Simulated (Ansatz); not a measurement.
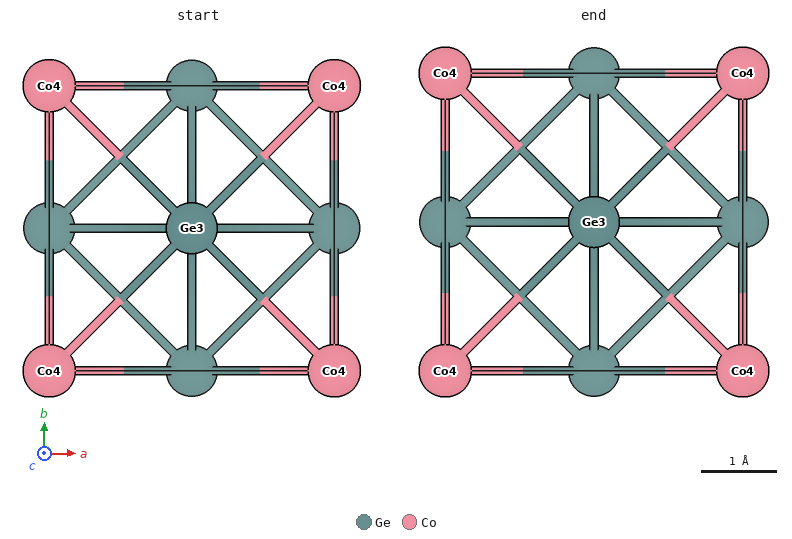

The structure of a crystal of CoGe3 (built on the Cu3Au (L1_2) type) (coarse preliminary run) before (left) and after (right) a relaxation, at one scale.

A ball-and-stick model of the cell of the calculation, seen along the c axis.

These are results of DFT PBE, scalar-relativistic, plane waves, PAW in Ansatz 0.2.0, not measurements. (plane-wave cutoff 420 eV; k-point mesh 6 × 6 × 6; occupations gaussian; smearing width 0.1 eV; no spin polarisation; cell and atoms relaxed; force threshold 0.05 eV/Å; at most 80 steps)

### Describe what moved and what it gained.

The energy falls by 91.1 meV per atom in 2 accepted moves (3 points after the start). All forces vanish by symmetry, so only the cell relaxes. Pressure: 16.68 GPa at the start and 0.32 GPa at the end. The SCF was repeated once at an unchanged geometry on a basis and grid sized afresh for the cell, which shifted the energy by 1.5 meV per atom at most. No atom moves by more than 0.005 Å relative to the cell. The drawn cell changes as follows: a = b = c 3.828 → 3.995 Å (+4.4 %); the volume changes by +13.7 %. Near-neighbour distances that change, for instance: Co–Ge 2.707 → 2.825 Å, Ge–Ge 2.707 → 2.825 Å. The space group stays Pm-3m (No. 221). Cost: 9.3 s on 1 thread of Arm Neoverse V2, on a shared host, peak memory 0.35 GiB.
